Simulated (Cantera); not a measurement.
A closed system holds: 1 mol NF3, 0.041 mol H2O, 0.067 mol H2, 0.056 mol O2, held at 25.5 Torr.

Equilibrium computed with Cantera from the NASA thermochemical tables; the gas is ideal and each condensed phase is pure. Candidate condensed phases: H2O; 40 gas species. Rates play no part.

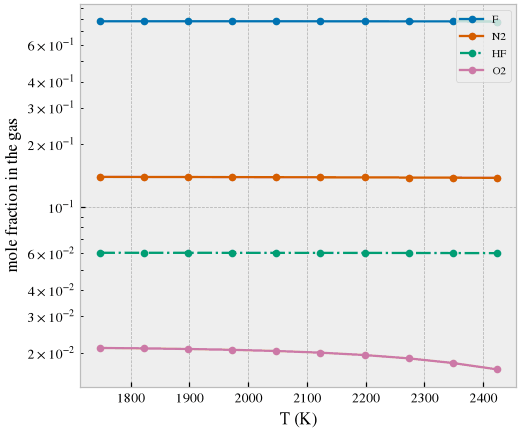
Equilibrium gas composition (values under 1e-9 drawn at 1e-9)

Q: Read off the mole fractions at 2048 K.

A: F about 0.78, N2 about 0.14, HF about 0.060, O2 about 0.020.
